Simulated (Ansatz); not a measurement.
## Electronic structure of CH5FOSi in real space

The calculation's input:

```
crystal:
  periodic: [false, false, false]
  atoms:
    - {symbol: C, position_ang: [-0.280151, 1.150704, -0.688409]}
    - {symbol: O, position_ang: [-0.743622, -0.064236, -0.137979]}
    - {symbol: Si, position_ang: [0.168871, -1.127669, 0.679938]}
    - {symbol: F, position_ang: [1.201979, -1.865174, -0.290096]}
    - {symbol: H, position_ang: [0.189553, 0.979012, -1.660793]}
    - {symbol: H, position_ang: [-1.135914, 1.813647, -0.822990]}
    - {symbol: H, position_ang: [0.443391, 1.643456, -0.028981]}
    - {symbol: H, position_ang: [-0.748151, -2.141729, 1.231943]}
    - {symbol: H, position_ang: [0.992444, -0.434213, 1.700268]}
basis:
  gaussian: {orbitals: def2-TZVPP}
hamiltonian: {xc: pbe0, dispersion: d4}
output: {orbitals: {seedname: orbitals}}
```

Run with:

```sh
ansatz run in.yaml --threads 2 --pin off --events-out ev --progress --plain --max-ram 32768MiB --backend cpu
```

Geometry: PBE0-D4/def2-TZVP.

Method: Ansatz, RKS PBE0-D4/def2-TZVPP.

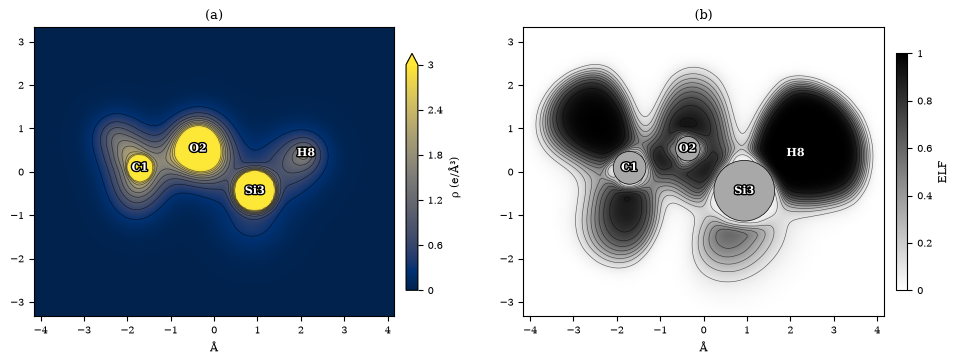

Figure 1. (a) electron density; (b) electron localisation function on the plane of atoms C1, O2 and Si3. Grey discs cover the atomic cores in the ELF map.

What do the fields say about this system?

Answer. The plane passes through C, O, Si and H nuclei.
C–O (1.41 Å): ρ is about 2 e/Å³ halfway, with its minimum of 1.7 e/Å³ about 0.5 Å from C; the ELF peaks at about 0.90 between the atoms (a polar covalent bond).
Si–O (1.62 Å): ρ at the midpoint is about 1.2 e/Å³; the ELF peaks at about 0.85 between the atoms: a short, strongly polar bond.
Si–H (1.47 Å): ρ at the midpoint is about 0.85 e/Å³; the ELF climbs to about 1 towards the hydrogen, as it does in any bond to H.
The ELF also peaks beside O2, away from the bonds: lone-pair regions.

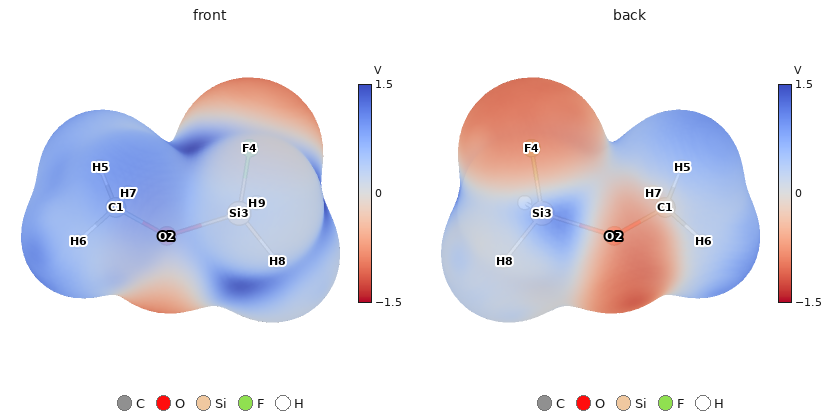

Figure 2. The electrostatic potential painted on the density surface at 0.002 e/bohr³, seen from the front and from behind; red is negative and blue positive.

Describe the electrostatic potential map.

Answer. The most negative region (about −1.1 V) lies over O2, the most positive (about +1.4 V) over Si3. O2 is the likeliest acceptor of a hydrogen bond.

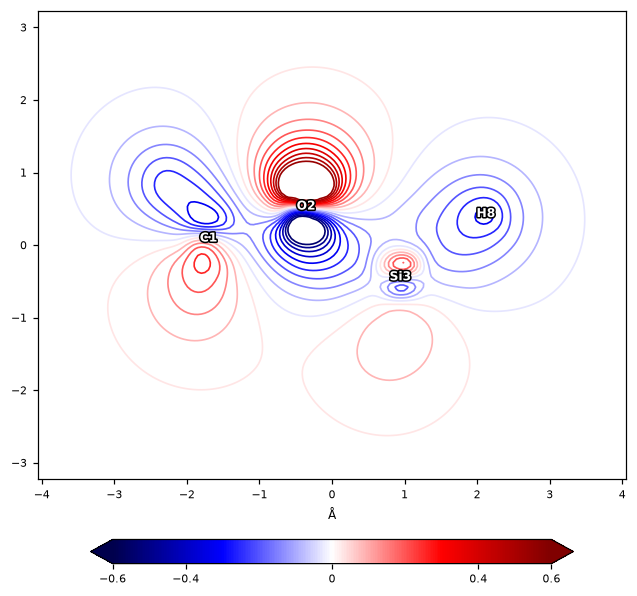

Figure 3. The HOMO−1 on the plane of atoms C1, O2 and Si3 (values in Å⁻³ᐟ²; the overall sign is arbitrary).

Describe this orbital and give its energy.

Answer. It lies mainly on O2 (about 40 %), Si3 (about 15 %), C1 (about 10 %), H9 (about 10 %), H6 (about 5 %) and H8 (about 5 %). Its energy is −9.13 eV.

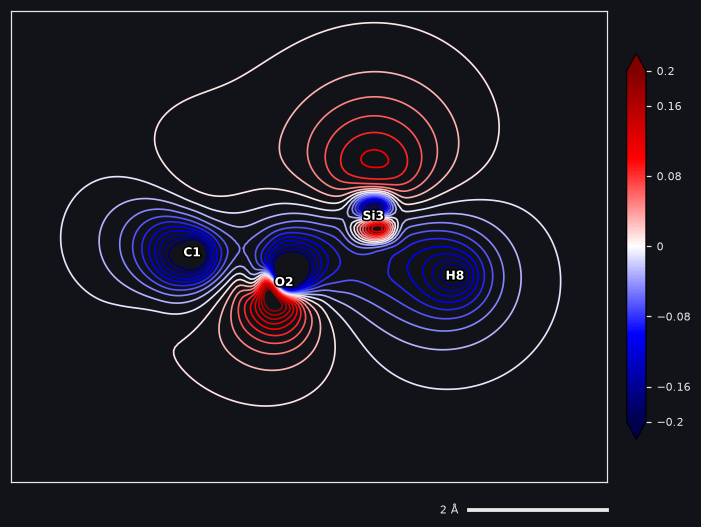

Figure 4. The HOMO on the plane of atoms O2, Si3 and H8 (values in Å⁻³ᐟ²; the overall sign is arbitrary).

Where does this orbital lie, and at what energy?

Answer. Its weight (Hirshfeld) is mainly on O2 (about 50 %), C1 (about 10 %), Si3 (about 10 %), H9 (about 10 %) and H5 (about 5 %). Its energy is −8.79 eV.
